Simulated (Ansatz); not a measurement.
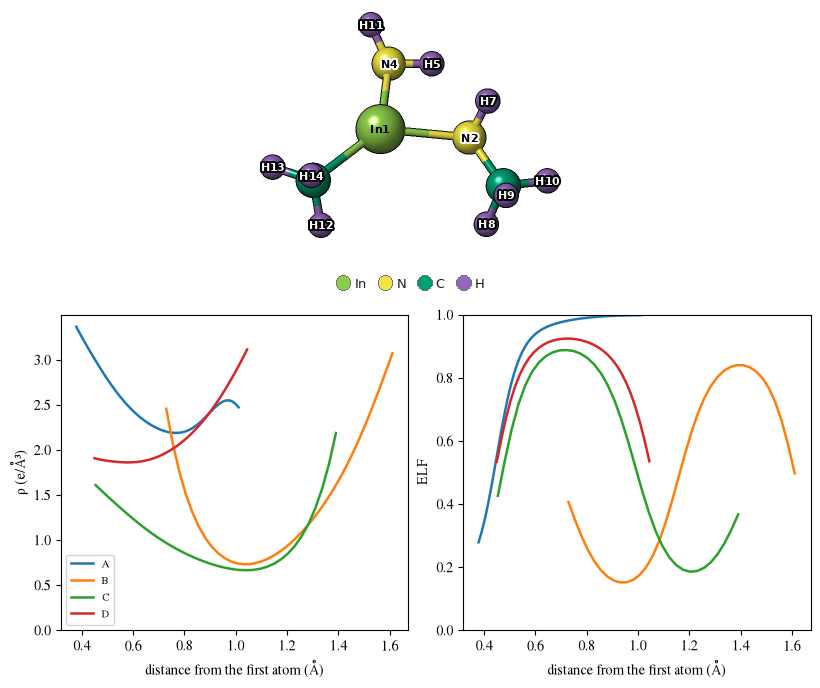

*C2H9InN2. Electron density and ELF along straight lines between neighbouring atoms. The curves leave out the atomic cores. The structure is drawn too.*

Core potentials replace the inner electrons of In; not at a stationary point (largest force 0.7 eV/Å).

All numbers below come from Ansatz 0.2.0, RKS PBE0-D4/def2-SVP.

The calculation's input:

```
crystal:
  periodic: [false, false, false]
  atoms:
    - { symbol: In, position_ang: [1.1644, -0.4384, 0.0029] }
    - { symbol: "N", position_ang: [-0.605, 1.276, 0.3564] }
    - { symbol: C, position_ang: [-1.9849, 0.8594, 0.4518] }
    - { symbol: "N", position_ang: [1.1299, 0.1934, 1.9536] }
    - { symbol: H, position_ang: [0.1508, 0.9458, 1.4222] }
    - { symbol: C, position_ang: [1.4416, -1.8679, -1.7679] }
    - { symbol: H, position_ang: [-0.5567, 2.2546, 0.091] }
    - { symbol: H, position_ang: [-2.0054, -0.1796, 0.7938] }
    - { symbol: H, position_ang: [-2.5058, 0.9112, -0.515] }
    - { symbol: H, position_ang: [-2.5503, 1.4655, 1.1702] }
    - { symbol: H, position_ang: [1.8932, 0.8429, 2.1419] }
    - { symbol: H, position_ang: [0.5621, -2.5037, -1.8138] }
    - { symbol: H, position_ang: [2.3347, -2.468, -1.6033] }
    - { symbol: H, position_ang: [1.5315, -1.2913, -2.6839] }
basis:
  gaussian: { orbitals: def2-SVP }
hamiltonian:
  xc: pbe0
  dispersion: d4
relax:
  f_tol: 0.15
  max_steps: 25
  restrain:
    - { distance: [4, 1], at: 2.32, k: 30.0 }
    - { distance: [0, 1], at: 2.13, k: 30.0 }
    - { distance: [4, 3], at: 1.02, k: 30.0 }
output:
  orbitals: {}
```

Launched as:

```sh
ansatz run input.yaml --threads 4 --pin off --max-ram 5120MiB --backend cpu --events-out ev --progress --plain --runs-dir out
```

The fields are those of the run's last geometry, not of the input's.

### Which curve belongs to which contact (C–In, C–N, In–N and N–H)? The first atom named is at distance zero.

Curve A: N–H (1.01 Å): ρ at the midpoint is about 2.8 e/Å³; the ELF climbs to about 1 towards the hydrogen, as it does in any bond to H; an ordinary covalent bond to hydrogen. Curve B: In–N (2.01 Å): the density is about 0.74 e/Å³ at the midpoint; the ELF peaks at about 0.85 in the valence shell of N, 0.6 Å from its nucleus, and drops to about 0.15 between the two atoms. Curve C: C–In (2.14 Å): the density is about 0.67 e/Å³ at the midpoint; the ELF peaks at about 0.90 in the valence shell of C, 0.7 Å from its nucleus, and drops to about 0.20 between the two atoms. Curve D: C–N (1.44 Å): ρ at the midpoint is about 2 e/Å³; the ELF peaks at about 0.90 between the atoms; a covalent bond.
